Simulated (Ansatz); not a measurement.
# TiC (quintet): one geometry, many settings

What do other methods and options give for TiC (quintet) at this geometry, and how long do they take?

Program: Ansatz 0.2.0, Gaussian basis. Level of theory: the settings change from run to run. These are calculated values, not measurements.

27 further runs of the same task are left out: 12 for a known fault of the program, 7 that didn't finish, 8 set aside as unsound or not needed.

## 1. The geometry

The geometry is a PBE0/def2-TZVP stationary point (not a proven minimum).

2 atoms, charge 0, spin multiplicity 5.

Atoms are counted from 1 here; the program's logs count them from 0.

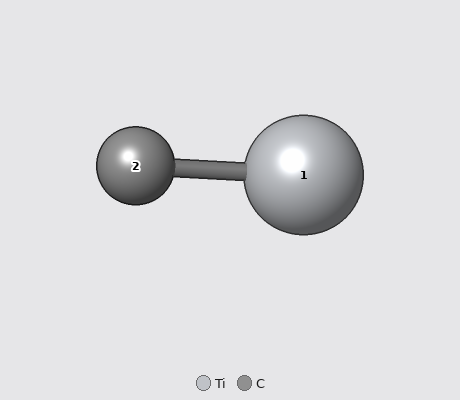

The geometry (titanium light grey, carbon grey); atoms are numbered from 1 in the order of the file.

As a file:

```csv
atom,x (Å),y (Å),z (Å)
Ti1,0.00000,0.00000,0.00000
C2,0.00000,0.00000,1.80520
```

## 2. BCCD(T) on ROHF/STO-3G

in.yaml reads:

```yaml
crystal:
  periodic: [false, false, false]
  atoms:
    - {symbol: Ti, position_ang: [0.000000, 0.000000, 0.000000]}
    - {symbol: C, position_ang: [0.000000, 0.000000, 1.805200]}
basis:
  gaussian: {orbitals: STO-3G}
magnetization: {spin_polarized: false, initial_magnetization: 4}
correlation: {method: bccd_t, electrons: all}
output: {forces: true}
```

Launch:

```sh
$ ansatz run in.yaml --threads 1 --pin off --events-out ev --progress --plain --max-ram 2393MiB
```

Output, cut to the lines that bear on the results:

```text
Functional definition: HF
  name "HF"
  cite "Fock, Z. Phys. 61, 126 (1930) doi:10.1007/BF01340294"
  parent pbe
[...]
305 factors; integrals over basis functions are off by at most 2.6e-4 eV
[...]
mean field -23861.23124026 eV, -876.8840743561 hartree, gradient 5.5e-6 eV, S^2 6.000000; 22 other end points of the search recorded, 0 dependent functions left out
[...]
determinant -23861.23124026 eV, -876.8840743561 hartree, with singles and doubles -23865.02757461 eV, -877.0235870701 hartree
determinant -23860.66484603 eV, -876.8632597523 hartree, with singles and doubles -23864.35377265 eV, -876.9988253048 hartree
determinant -23860.64409962 eV, -876.8624973354 hartree, with singles and doubles -23864.17320796 eV, -876.9921896749 hartree
determinant -23860.64399403 eV, -876.8624934554 hartree, with singles and doubles -23864.17927389 eV, -876.9924125937 hartree
determinant -23860.21246409 eV, -876.8466350224 hartree, with singles and doubles -23864.00615035 eV, -876.9860504211 hartree
determinant -23859.96348341 eV, -876.8374851510 hartree, with singles and doubles -23863.77794834 eV, -876.9776641518 hartree
determinant -23859.85158455 eV, -876.8333729438 hartree, with singles and doubles -23863.68392340 eV, -876.9742087990 hartree
determinant -23859.83771890 eV, -876.8328633908 hartree, with singles and doubles -23863.61841052 eV, -876.9718012450 hartree
determinant -23859.52982795 eV, -876.8215486071 hartree, with singles and doubles -23863.31241438 eV, -876.9605560942 hartree
reference -23861.23124026 eV, -876.8840743561 hartree; 16, 12 occupied and 7, 11 virtual orbitals, 305 factors
second order -2.76608060 eV of doubles, -0.04535893 eV of singles
cycle   1  -3.81328893 eV  change   -1.7e-2 eV  update   1.6e-2
[...]
cycle  19  -3.79161001 eV  change    3.4e-8 eV  update   1.1e-7
perturbative correction -0.12136744 eV, -0.0044601710 hartree
[...]
Total energy: -23865.14421770 eV, -877.0278736249 hartree
Atom 0 at     0.000000     0.000000     0.000000 Å, force     0.000000    -0.000000    -6.654808 eV/Å
Atom 1 at     0.000000     0.000000     1.805200 Å, force     0.000000    -0.000000     6.654809 eV/Å
Dipole moment:    -0.000000    -0.000000    -0.047590 e Å
```

Wall time 4.8 s (1 thread of Arm Neoverse V2, shared host).

From the report: correlation -3.9130 eV; largest double amplitude 0.13.

## 3. CCSDT(Q)/B on UHF/6-31G

in.yaml reads:

```yaml
crystal:
  periodic: [false, false, false]
  atoms:
    - {symbol: Ti, position_ang: [0.000000, 0.000000, 0.000000]}
    - {symbol: C, position_ang: [0.000000, 0.000000, 1.805200]}
basis:
  gaussian: {orbitals: 6-31G}
magnetization: {spin_polarized: true, initial_magnetization: 4}
correlation: {method: ccsdt_q_b, electrons: outside_noble_gas}
accuracy: high
output: {forces: true}
```

Launched as before.

Output, cut to the lines that bear on the results:

```text
Functional definition: HF
  name "HF"
  cite "Fock, Z. Phys. 61, 126 (1930) doi:10.1007/BF01340294"
  parent pbe
[...]
856 factors; integrals over basis functions are off by at most 4.1e-9 eV
[...]
mean field -24109.91793797 eV, -886.0231419309 hartree, gradient 2.6e-8 eV, S^2 6.754655; 38 other end points of the search recorded, 0 dependent functions left out
determinant -24109.91793797 eV, -886.0231419309 hartree, with singles and doubles -24112.28516224 eV, -886.1101358185 hartree
determinant -24109.81562016 eV, -886.0193818209 hartree, with singles and doubles -24112.98177902 eV, -886.1357360128 hartree
determinant -24109.78253062 eV, -886.0181658029 hartree, with singles and doubles -24112.97786336 eV, -886.1355921150 hartree
determinant -24109.61679616 eV, -886.0120751736 hartree, with singles and doubles -24112.55221657 eV, -886.1199498841 hartree
[...]
determinant -24108.88243702 eV, -885.9850879729 hartree, with singles and doubles -24112.72583042 eV, -886.1263300753 hartree
[...]
10 core orbitals not correlated: weight in the atoms' cores, before any rotation towards them, 0.994 or more for the frozen orbitals, at most 0.004 for the correlated occupied ones
reference -24109.81562016 eV, -886.0193818209 hartree; 6, 2 occupied and 22, 26 virtual orbitals, 856 factors
second order -1.77617949 eV of doubles, -0.00000000 eV of singles
cycle   1  -2.08491242 eV  change   -3.1e-1 eV  update   1.0e-1
[...]
cycle  89  -3.61911592 eV  change  -9.1e-12 eV  update  5.5e-10
perturbative correction -0.03637609 eV, -0.0013367968 hartree
[...]
Total energy: -24113.47111217 eV, -886.1537186746 hartree
Atom 0 at     0.000000     0.000000     0.000000 Å, force     0.000000     0.000000    -2.605157 eV/Å
Atom 1 at     0.000000     0.000000     1.805200 Å, force    -0.000000    -0.000000     2.605157 eV/Å
Dipole moment:     0.000000     0.000000    -0.431242 e Å
```

It took 96 s on 1 thread of Arm Neoverse V2, shared host; peak memory 0.61 GiB.

From the report: ⟨S²⟩ of the determinant 6.720 (pure quintet: 6.00); correlation -3.6555 eV; T1 0.161; largest double amplitude 0.20. The determinant is far from a pure spin state, so its energy mixes those of several spin states (harmless only where they are near-degenerate, as at dissociation).

## 4. CCSDT on UHF/def2-SVP

in.yaml reads:

```yaml
crystal:
  periodic: [false, false, false]
  atoms:
    - {symbol: Ti, position_ang: [0.000000, 0.000000, 0.000000]}
    - {symbol: C, position_ang: [0.000000, 0.000000, 1.805200]}
basis:
  gaussian: {orbitals: def2-SVP}
magnetization: {spin_polarized: true, initial_magnetization: 4}
correlation: {method: ccsdt, electrons: outside_noble_gas}
scf: {lower_state_search: off}
output: {forces: true}
```

Same command.

Output, cut to the lines that bear on the results:

```text
Functional definition: HF
  name "HF"
  cite "Fock, Z. Phys. 61, 126 (1930) doi:10.1007/BF01340294"
  parent pbe
[...]
862 factors; integrals over basis functions are off by at most 1.3e-7 eV
[...]
mean field -24107.95338902 eV, -885.9509460887 hartree, gradient 3.5e-6 eV, S^2 6.710882; 0 other end points of the search recorded, 0 dependent functions left out
10 core orbitals not correlated: weight in the atoms' cores, before any rotation towards them, 0.994 or more for the frozen orbitals, at most 0.004 for the correlated occupied ones
reference -24107.95338902 eV, -885.9509460887 hartree; 6, 2 occupied and 29, 33 virtual orbitals, 862 factors
second order -2.93084177 eV of doubles, -0.00000000 eV of singles
cycle   1  -3.35789804 eV  change   -4.3e-1 eV  update   1.0e-1
[...]
cycle  62  -4.87638913 eV  change    1.0e-8 eV  update   4.2e-8
[...]
Total energy: -24112.82977814 eV, -886.1301500837 hartree
Atom 0 at     0.000000     0.000000     0.000000 Å, force    -0.000000    -0.000000    -1.605733 eV/Å
Atom 1 at     0.000000     0.000000     1.805200 Å, force     0.000000    -0.000000     1.605733 eV/Å
Dipole moment:    -0.000000    -0.000000    -0.620267 e Å
Checks for a lower state left out: starts, cluster_reference, orbital_swaps, neighbouring_geometries, increment
```

It took 3 min on 1 thread of Arm Neoverse V2, shared host; peak memory 0.46 GiB.

From the report: ⟨S²⟩ of the determinant 6.711 (pure quintet: 6.00); correlation -4.8764 eV; T1 0.154; largest double amplitude 0.19. The determinant is far from a pure spin state, so its energy mixes those of several spin states (harmless only where they are near-degenerate, as at dissociation).

## 5. The runs in one table

```csv
level,correlated,functions,energy (eV),time
BCCD(T) on ROHF/STO-3G,all,23,-23865.1442,4.8 s
CCSDT(Q)/B on UHF/6-31G,outside noble gas,38,-24113.4711,96 s
CCSDT on UHF/def2-SVP,outside noble gas,45,-24112.8298,3 min
```

## 6. What came out

| quantity | value |
| --- | --- |
| runs | 3 |
| quickest | BCCD(T) on ROHF/STO-3G, 4.8 s |
| slowest | CCSDT on UHF/def2-SVP, 3 min |

In words: Total energies in different bases, with other cores or another treatment of relativity can't be set against each other. CCSDT on UHF/def2-SVP took 37 times as long as BCCD(T) on ROHF/STO-3G; the jobs differ in more than the method.
